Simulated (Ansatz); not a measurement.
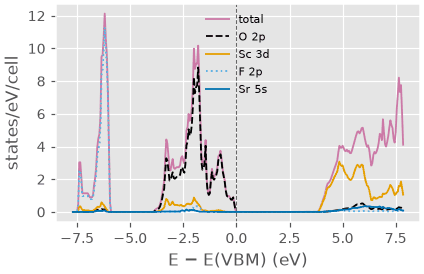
Fig. 1. Total and projected density of states of SrScO$_{2}$F in space group P4/mmm (No. 123; Sr on 1d, Sc on 1a, O on 2f, F on 1b), r²SCAN (plane waves, PAW; program Ansatz)

Task: Which orbitals carry the states next to the gap?

Result: Top 1 eV of the valence band: O 2p 95 %. Bottom 1 eV of the conduction band: Sc 3d 82 %, outside the projected shells 10 %. Projections are on Löwdin-orthogonalised atomic valence shells; empty p or d shells of many metals are not among them.

Task: Where is the tallest occupied peak in this window, and what makes it?

Result: Near -6.2 eV, about 12 states/eV per cell; the largest projected share is F 2p.

The start of the workflow was typed in or built on a structure type; neither database checked (COD, Materials Project) lists it. Whether it is the stable phase at ambient conditions was not checked. The cell was relaxed with r²SCAN under the symmetry of its start; its stability against distortions is not shown here. The run is not spin-polarised. The volume moved by -16 % from the start of the relaxation. Scalar-relativistic: spin–orbit coupling is off unless named, which matters more the heavier the elements.

Potentials: the earlier of the program's two PAW sets.
